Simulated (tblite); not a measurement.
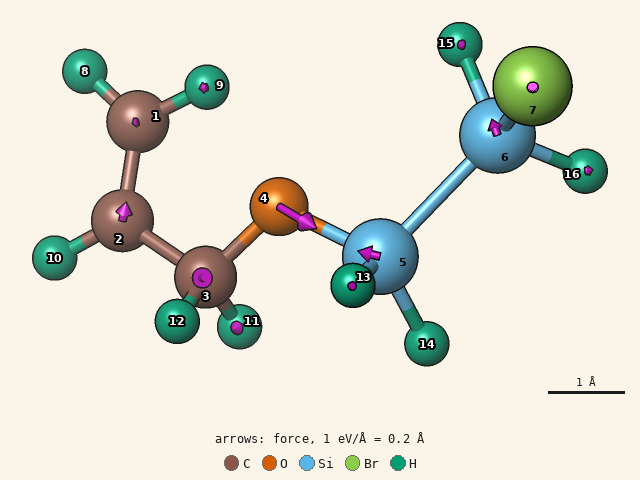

Starting geometry of C₃H₉BrOSi₂ with the computed forces as purple arrows. The picture is a ball-and-stick view, seen at a tilt.

Method: GFN2-xTB geometry optimisation, gas phase in tblite. 

### What follows when this structure is relaxed?

It isn't relaxed: the largest force vector, on O4, is 3.64 eV/Å. The final displacements have little in common with the starting forces (cosine between the two patterns 0.18). The energy falls by 17.9 kcal/mol in 135 geometry steps. Br7 moves most after the best rigid fit: 1.24 Å. By element the largest moves are Br 1.24 Å, H 1.05 Å, O 0.45 Å, Si 0.29 Å, C 0.22 Å. Some distances before and after: O4–Si5 1.714 → 1.617 Å, Si5–Si6 2.233 → 2.285 Å, C3–H11 1.131 → 1.099 Å, Si6–H16 1.444 → 1.464 Å. Bond angles that change, for instance: C3–O4–Si5 113.3° → 127.9°, Br7–Si6–H16 113.1° → 102.1°, Si5–Si6–H16 108.0° → 118.5°. Groups turn about Si5–Si6 by about 60°, C3–O4 by about 25°.
